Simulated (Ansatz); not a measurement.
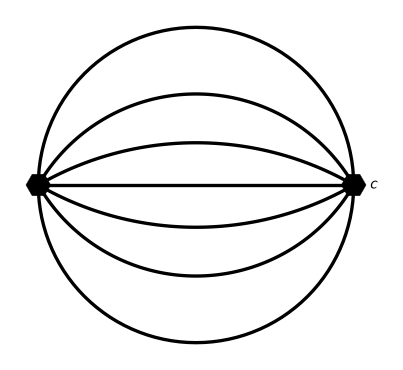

Stereographic projection: heavy lines are mirror planes (a heavy rim: a mirror in the plane of the page); lens, triangle, square and hexagon are 2-, 3-, 4- and 6-fold axes, a lens in an open square is −4, a triangle in an open hexagon −6; thin dashed diameters join the ends of axes that lie in the page; a small open circle marks inversion. The a axis points at the viewer. Computed from the symmetry operations of a computed or model structure of composition SiC.

> Identify the point group and its elements.

6mm (C6v), order 12, hexagonal system: one sixfold axis, six mirror planes.

> Which physical properties does it allow?

It is not centrosymmetric; polar, so pyroelectricity and piezoelectricity are allowed; it is not chiral.
